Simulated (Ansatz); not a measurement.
# Al (Fm-3m, 1 atom in the cell): phonons and vibrational spectra, part 2 of 2

Task: relax Al (Fm-3m, 1 atom in the cell), then find its harmonic phonons.

Ansatz 0.2.0; DFT PBEsol, scalar-relativistic, plane waves, PAW.

So far. Step 3 (Tight relaxation): The forces vanish by symmetry and the pressure is 0.008 GPa, within the tolerances set. The cell now holds 16.17 Å³/atom. The relaxed cell has a = 4.014 Å (conventional setting).

## 4. The dispersion

Stability and thermal properties need the whole zone. Linear response on a 4×4×4 q mesh gives force constants as far as a supercell of that size would.

input.yaml reads:

```yaml
crystal:
  lattice:
    - [0.0, 2.0068801597, 2.0068801597]
    - [2.0068801597, 0.0, 2.0068801597]
    - [2.0068801597, 2.0068801597, 0.0]
  atoms:
    - { symbol: Al, position: [0.0, 0.0, 0.0] }
kpoints:
  mp_grid: { grid: [20, 20, 20] }
hamiltonian:
  xc: pbesol
scf:
  occupations: { method: methfessel_paxton, width: 0.15 }
output:
  eigenvalues: true
phonons:
  method: dfpt
  qmesh: [4, 4, 4]
  temperatures: { t_max: 1000, t_step: 50 }
  qpath:
    path:
      - [[0.0, 0.0, 0.0], [0.5, 0.0, 0.5], [0.625, 0.25, 0.625]]
      - [[0.375, 0.375, 0.75], [0.0, 0.0, 0.0], [0.5, 0.5, 0.5], [0.5, 0.25, 0.75], [0.5, 0.0, 0.5]]
    npoints: 10
```

On the command line:

```console
$ ansatz run input.yaml --threads 4 --pin off --max-ram 7168MiB --backend cpu --events-out ev --progress --plain --runs-dir out
```

Numbers of over 12 decimals in the logs are rounded to 6 here.

The log of the run:

```text
[...]
Crystal: 1 atoms, lattice volume = 16.166 Å³
Basis set: ecut = 420 eV, 331 PW (Γ), exchange–correlation on 40×40×40 points (8 copies of the dense FFT grid, shifted against one another)
Bands: 6, of which v1, the nominal top of the filled ones, is band 2 counted from 1 (1 counted from 0)
Symmetry: 48 space group operations
k-points: 256 of 8000
[...]
SCF iter   1: F=—  HF=-524.547677 eV  |F-HF|=—  |Δ(HF+E_count)|=         —  Δρ=8.24e-4  dr2=6.01e-5  ethr=1.77e-3  ⟨swp⟩=4.7  Hψ=12941  notcnv=0
[...]
SCF iter   6: F=-524.547684 eV  HF=-524.547684 eV  |F-HF|=2.84e-12  |Δ(HF+E_count)|=  2.61e-12  S|Δr|=    0.00e0  Δρ=2.44e-7  dr2=9.81e-12  ethr=1.00e-12  ⟨swp⟩=5.4  Hψ=4924  notcnv=0
SCF 1 converged in 6 iterations: F = -524.547684 eV  dr2 = 9.81e-12
[...]
NSCF: frozen V_eff on 256 k-points
WARN: eigensolver did not converge in 5 slots of this pass, the one above among them; of largest residual over every band (k=111): 1 band(s) unlocked (lowest unlocked band 5, counted from 0; max residual 2.46e-3 eV among the unlocked bands, 2.46e-3 eV over every band); of lowest unlocked band (k=13): band 5
[...]
DFPT response loops at q = (0, 0, 0) (fractional): preconditioner auto → Kerker (q_TF=auto, 2.061 Å⁻¹) (partly filled bands, converged f_vac=0.000); β = 1.00, the filter's whole step (`scf.mixing.beta` (0.50) is not read by the response loops under this deck's `scf.mixing.preconditioner`; to damp them name `kerker` or `kerker_dos`, under which they read `scf.mixing.beta`, and type it under 1.00, their step now; both keys bind the ground state too); Broyden in place of MSR1
[...]
SCF converged after 6 iterations
[...]
Free energy (F): -524.547684 eV
[...]
Internal energy: -524.547379 eV  (E = F + TS)
E sigma→0 (E₀):  -524.547608 eV
Entropy (-TS):   -0.000305 eV (-0.305 meV/atom)
Fermi energy:    8.153243 eV
[...]
--- Band table (eV; the first three rows and the last of 256) ---
[...]
--- Phonons (Γ-DFPT): 1 representative perturbation + reference (Σ response iterations 3) ---
  ASR residual: 1.857e-6 → 0.000e0 eV/Å²; symmetrization residual: 4.441e-15 eV/Å²
  ASR residual per site (eV/Å²): 1.86e-6
  Γ frequencies (cm⁻¹): 0.00 0.00 0.00
--- Phonons (arbitrary-q DFPT): 8 irreducible q on the 4×4×4 mesh ---
  q = [0.0000, 0.0000, 0.0000] (star 1, of the zone-centre solve; hermiticity 4.20e-11, symmetrization 2.39e-9): -0.00 0.00 0.00
  q = [0.0000, 0.0000, 0.2500] (star 8, 1 solved perturbation on 4200 of 8000 k-point pairs; hermiticity 1.32e-15, symmetrization 4.12e-15): 113.42 113.42 236.07
[...]
q = [0.0000, 0.2500, 0.2500] (star 6, 2 solved perturbations in 3420 linear systems a pass and spin channel, the states on 2210 of 8000 k-point pairs; hermiticity 1.18e-15, symmetrization 1.40e-15): 142.05 142.05 240.11
[...]
sum rule: each row above includes the acoustic sum rule's correction from the zone centre's row sums; it moved no ω² by more than (0.14 cm⁻¹)²
  mesh force constants: q→R imaginary residual 0.00e0; ASR residual 1.857e-6 → 0.000e0 eV/Å²; symmetrization residual 5.329e-15 eV/Å²
  interpolated dispersion: 62 rows × 3 modes
  density of states and harmonic sums: on the 28×28×28 q-mesh, interpolated from the force constants of a 4×4×4 supercell (no non-analytic term)
  largest difference from the sums on the solved wave vectors: F 9.38e-3 eV, S 1.34e-5 and C_V 4.03e-6 eV/K
  zero-point energy: 0.039713 eV/cell   skipped modes (ω ≤ 0): 3   left out of the sums: 4.56e-5 of the cell's modes: C_V's classical limit lies that fraction below 3 k_B per atom; for a crystal, a wire or a layer, F and S can be off by more, and a phonons.interpolated_qmesh denser along its periods is the remedy for the sampling
```

The job ended after 37 s (4 threads of Arm Neoverse V2, shared host; peak memory 1.8 GiB).

Numbers from this step:

| Property | Result |
| --- | --- |
| sum-rule residual before enforcement | 1.86e-6 eV/Å² |
| lowest frequency on the path | 0 cm⁻¹ |
| highest frequency on the path or at a solved wavevector | 330.8 cm⁻¹ |
| mean frequency | 213.6 cm⁻¹ |
| Debye temperature (second moment) | 414 K |
| logarithmic mean frequency | 203.2 cm⁻¹ |
| lowest mode on the q mesh (acoustic modes at Γ apart) | 113.4 cm⁻¹ |
| zero-point energy per atom | 39.71 meV |
| heat capacity at 300 K | 22.74 J/(mol atoms K) |
| vibrational entropy at 300 K | 26.73 J/(mol atoms K) |

Frequencies (cm⁻¹) solved at each irreducible wavevector; negative means imaginary. Frequencies by wavevector, by row:

```
q in reciprocal lattice units  star  mode 1  mode 2  mode 3
                        0 0 0     1       0       0       0
                     0 0 0.25     8   113.4   113.4   236.1
                     0 0 -0.5     4   142.4   142.4   330.5
                  0 0.25 0.25     6   142.1   142.1   240.1
                  0 0.25 -0.5    24   177.5   223.6   297.4
                 0 0.25 -0.25    12   158.5   221.1     281
                  0 -0.5 -0.5     3   200.1   200.1   330.8
              0.25 -0.5 -0.25     6   222.4   273.5   273.5
```

Interpolated from a 4×4×4 q mesh. The phonon branches at the labelled points (cm⁻¹):

```
    point  branch 1  branch 2  branch 3
        Γ         0         0         0
        X       200       200       331
        U       192       261       294
jump to K       192       261       294
        Γ         0         0         0
        L       142       142       330
        W       222       274       274
        X       200       200       331
```

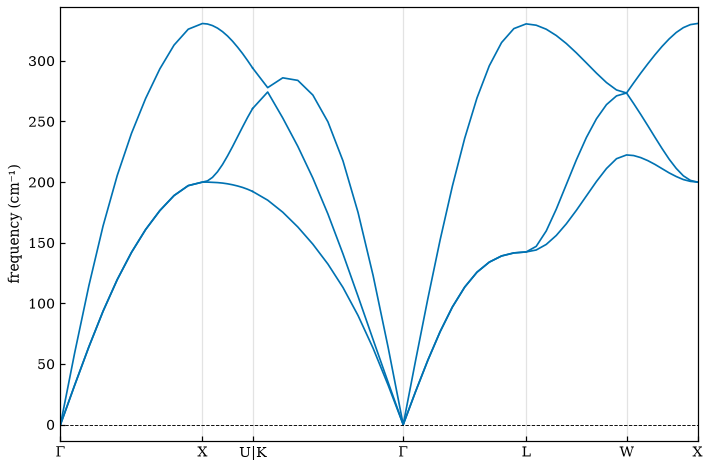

Phonon branches along the path.

Tetrahedra on a 28×28×28 mesh, mean over bins of 5 cm-1. Interpolated from a 4×4×4 q mesh. Table of phonon density of states by wavenumber; read off at these points:

```
wavenumber (cm⁻¹)  phonon density of states (1/cm⁻¹/cell)
             20.0                                  7.0e-5
             40.0                                  3.4e-4
             60.0                                  8.1e-4
             80.0                                 0.00162
            100.0                                 0.00295
            120.0                                 0.00537
            140.0                                  0.0124
            160.0                                  0.0176
            180.0                                  0.0194
            197.5                                   0.022
            200.0                                  0.0204
            220.0                                  0.0112
            240.0                                  0.0100
            260.0                                 0.00927
            280.0                                  0.0114
            292.5                                  0.0247
            300.0                                  0.0201
            320.0                                 0.00677
```

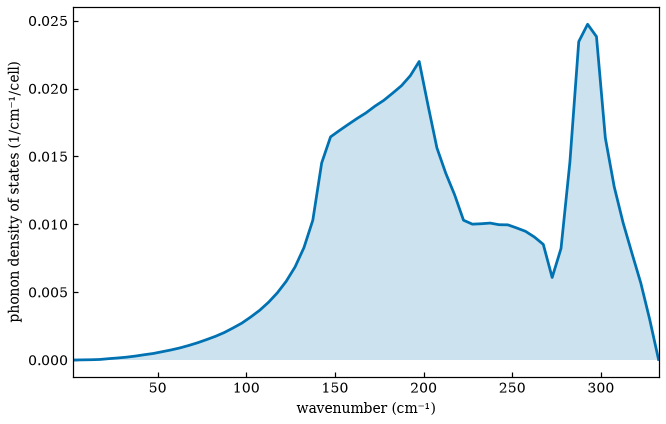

Phonon density of states against wavenumber.

Second derivatives of the energy by pair, one row for each kind of neighbour of each atom listed. Each entry sums the pair over the periodic images of the supercell that the q mesh stands for, and in a polar crystal it holds the long-range dipole part too. Force constants by pair, by row:

```
atom  neighbour  distance (Å)  third of the trace (eV/Å²)  along the pair's line (eV/Å²)
 Al1     itself             0                       4.918                              –
 Al1         Al         2.838                     -0.3854                         -1.335
 Al1         Al         4.014                     -0.0251                        -0.1014
 Al1         Al         4.916                      0.0066                          0.032
 Al1         Al         5.676                       -0.02                        -0.0856
 Al1         Al         6.346                     -0.0194                        -0.0383
 Al1         Al         6.952                      0.0116                         0.0116
```

Harmonic thermodynamic functions per atom, from the density of states. Interpolated from a 4×4×4 q mesh. Thermodynamic functions, by row:

```
T (K)  F_vib (meV/atom)  S (J/mol-atom/K)  C_V (J/mol-atom/K)
    0             39.71                 0                   0
   50             39.59             1.083               3.412
  100             37.79             6.311               12.35
  200             25.01             17.94               20.38
  300              1.63             26.73               22.74
  400            -29.68             33.42               23.66
  500            -67.17             38.75               24.11
  600            -109.7             43.17               24.36
  700            -156.4             46.94               24.51
  800            -206.8             50.22               24.61
  900            -260.4             53.12               24.68
 1000            -316.8             55.72               24.73
```

Harmonic mean-square displacement, third of the trace. Interpolated from a 4×4×4 q mesh. Mean square displacements, by row:

```
T (K)  Al1 U_eq (Å²)
    0        0.00327
  100        0.00413
  300        0.00898
  600        0.01723
```

Symmetry leaves 8 wavevectors to solve. The lowest mode among them, the acoustic zeros apart, lies at q = (0, 0, 0.25) and is real, 113 cm⁻¹.

## 5. Finite displacements in a supercell

Finite displacements in a 2×2×2 supercell give force constants from forces alone. They are exact at the wavevectors that the supercell holds, where they check the linear-response result.

Edit input.yaml of step 4 so:

```diff
@@ -16,4 +16,4 @@
 phonons:
-  method: dfpt
-  qmesh: [4, 4, 4]
+  method: fd
+  supercell: [2, 2, 2]
   temperatures: { t_max: 1000, t_step: 50 }
```

The log of the run:

```text
[...]
Crystal: 8 atoms, lattice volume = 129.326 Å³
Basis set: ecut = 420 eV, 2565 PW (Γ), exchange–correlation on 80×80×80 points (8 copies of the dense FFT grid, shifted against one another)
Bands: 20, of which v1, the nominal top of the filled ones, is band 12 counted from 1 (11 counted from 0)
Symmetry: 384 space group operations
k-points: 47 of 1000
[...]
SCF iter   1: F=—  HF=-4196.381471 eV  |F-HF|=—  |Δ(HF+E_count)|=         —  Δρ=1.90e-7  dr2=5.39e-11  ethr=2.60e-12  ⟨swp⟩=5.7  Hψ=4139  notcnv=0
[...]
SCF iter   2: F=-4196.381471 eV  HF=-4196.381471 eV  |F-HF|=1.09e-11  |Δ(HF+E_count)|=  1.46e-11  S|Δr|=    0.00e0  Δρ=1.23e-7  dr2=2.26e-11  ethr=1.00e-12  ⟨swp⟩=3.0  Hψ=2164  notcnv=0
SCF 1 converged in 2 iterations: F = -4196.381471 eV  dr2 = 2.26e-11
[...]
Symmetry: 8 space group operations
k-points: 102 of 1000 (time reversal used)
[...]
SCF iter   5: F=-4196.381456 eV  HF=-4196.381456 eV  |F-HF|=1.82e-12  |Δ(HF+E_count)|=  9.00e-11  S|Δr|=    0.00e0  Δρ=6.16e-8  dr2=4.05e-12  ethr=1.00e-12  ⟨swp⟩=4.0  Hψ=8573  notcnv=0
SCF 2 converged in 5 iterations: F = -4196.381456 eV  dr2 = 4.05e-12
[...]
SCF converged after 2 iterations
[...]
Free energy (F): -4196.381471 eV
[...]
Internal energy: -4196.379031 eV  (E = F + TS)
E sigma→0 (E₀):  -4196.380861 eV
Entropy (-TS):   -0.002441 eV (-0.305 meV/atom)
Fermi energy:    8.153243 eV
[...]
--- Band table (eV; the first three rows and the last of 47) ---
  k-point 0: bands = [... 8 lower, 3.6940, 5.1347, 5.1347, 5.1347, 6.4838, 6.4838, 6.4838, 13.3342, ... 4 higher]
  k-point 1: bands = [... 8 lower, 4.7683, 4.7683, 4.7683, 4.9436, 6.9753, 6.9753, 6.9753, 12.2814, ... 4 higher]
  k-point 2: bands = [... 8 lower, 4.7067, 4.7067, 4.7067, 6.4325, 7.9264, 7.9264, 7.9264, 10.9718, ... 4 higher]
  k-point 46: bands = [... 8 lower, 7.5654, 7.5654, 7.9856, 7.9856, 9.0686, 9.0686, 9.5237, 9.5237, ... 4 higher]
--- Phonons: 1 displaced member + reference (amplitude 0.0025 Å, Σ member SCF iterations 5) ---
  symmetry images taken by strict's conditions (phonons.symmetry_images: auto; settled by no image being taken that strict refuses)
  ASR residual: 1.646e-4 → 0.000e0 eV/Å²; symmetrization residual: 2.665e-15 eV/Å²
  largest component of a force at the reference: 7.3e-31 eV/Å
  ASR residual per site (eV/Å²): 1.65e-4
  Γ frequencies (cm⁻¹): 0.00 0.00 0.00
[...]
```

Wall time 5.6 s (4 threads); peak memory 0.59 GiB.

Numbers from this step:

```yaml
atoms_in_the_supercell: 8
sum_rule_residual_before_enforcement: 1.65e-4 eV/Å²
```

Interpolated from a 2×2×2 supercell, rough between the solved points. Phonon branches along the path, in cm⁻¹:

```
    point  branch 1  branch 2  branch 3
        Γ         0         0         0
        X       200       200       331
        U       184       252       301
jump to K       184       252       301
        Γ         0         0         0
        L       142       142       330
        W       202       275       275
        X       200       200       331
```

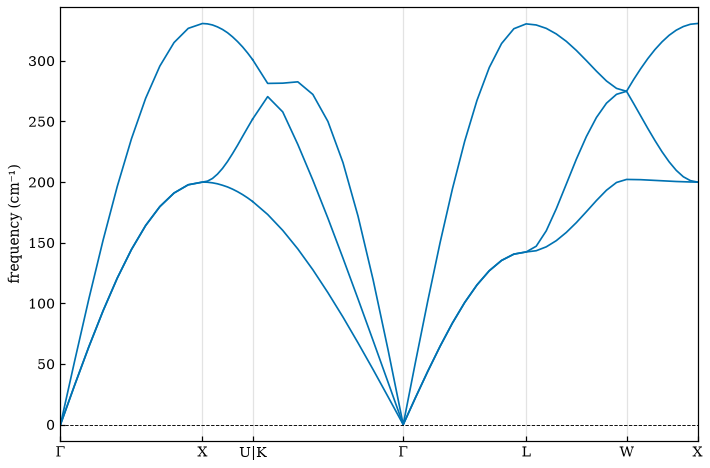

Phonon branches along the path.

Tetrahedra on a 26×26×26 mesh, mean over bins of 5 cm-1. Interpolated from a 2×2×2 supercell, rough between the solved points. The phonon density of states by wavenumber; read off at these points:

```
wavenumber (cm⁻¹)  phonon density of states (1/cm⁻¹/cell)
             20.0                                  1.1e-4
             40.0                                  5.2e-4
             60.0                                 0.00125
             80.0                                 0.00239
            100.0                                 0.00415
            120.0                                 0.00702
            140.0                                  0.0140
            160.0                                  0.0182
            180.0                                  0.0195
            197.5                                  0.0206
            200.0                                   0.016
            220.0                                 0.00991
            240.0                                 0.00953
            260.0                                 0.00826
            280.0                                 0.00948
            300.0                                  0.0227
            302.5                                  0.0238
            320.0                                 0.00865
```

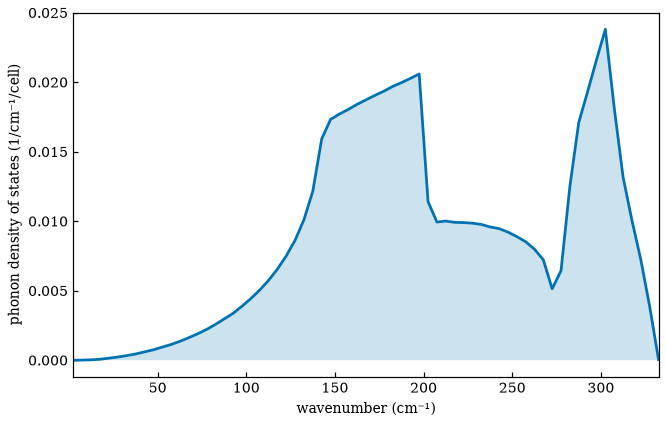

Phonon density of states, plotted against wavenumber.

The highest branch reaches 331 cm⁻¹ on this path, at X. No branch goes imaginary on this path.

## 6. Results

* space group after relaxation (within 0.01 Å): Fm-3m
* volume per atom: 16.2 Å³
* electronic character: no gap on this mesh
* lowest mode on the q mesh (acoustic modes at Γ apart): 113 cm⁻¹
* highest frequency on the path or at a solved wavevector: 331 cm⁻¹
* zero-point energy per atom: 39.7 meV
* heat capacity at 300 K: 22.7 J/(mol atoms K)
* vibrational entropy at 300 K: 26.7 J/(mol atoms K)
* Debye temperature (second moment): 414 K
* imaginary modes on the 4×4×4 q mesh: none

**Reading.** The structure is a minimum as far as tested: no mode is imaginary at the 8 irreducible wavevectors of the 4×4×4 mesh, and the softest away from the acoustic zeros lies at 113 cm⁻¹. With no gap, or one that is small against the smearing, the frequencies hang on the k mesh and the smearing, most of all near Kohn anomalies. A phonon run warned that its eigensolver left some bands unconverged in a pass. These are harmonic frequencies at zero temperature: anharmonic shifts, linewidths and thermal expansion are left out.

[Logs are printed without paths, hosts, clocks, repeated set-up lines and the standing remarks that a program may print on its own settings, such as how far it seeks lower states.]

[Hosts, paths, dates, database ids (printed as entryN), source tags and the programs' standing remarks are cut or masked in the printed files.]
